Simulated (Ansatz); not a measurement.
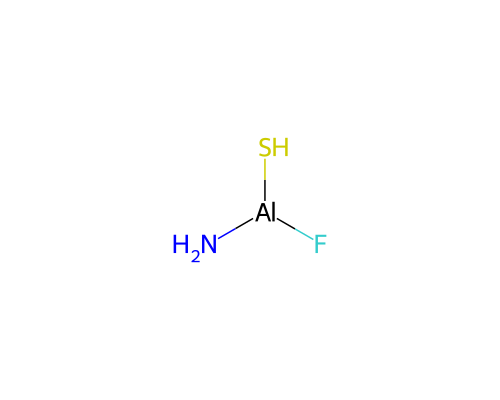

Structural formula above. Computed geometry: PBE0-D4/def2-TZVP optimisation. No frequency run is at hand to confirm it as a minimum.

What does the molecule look like in three dimensions?

Formula AlFH3NS. Its SMILES string is `[NH2][Al]([F])[SH]`. The point group is Cs. All atoms lie on one plane. Coordination: 1 N trigonal planar; 1 Al trigonal planar; 1 S bent.

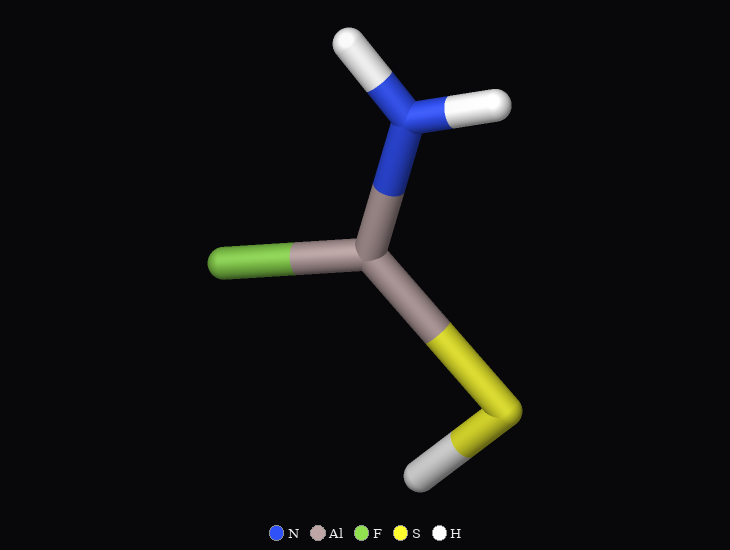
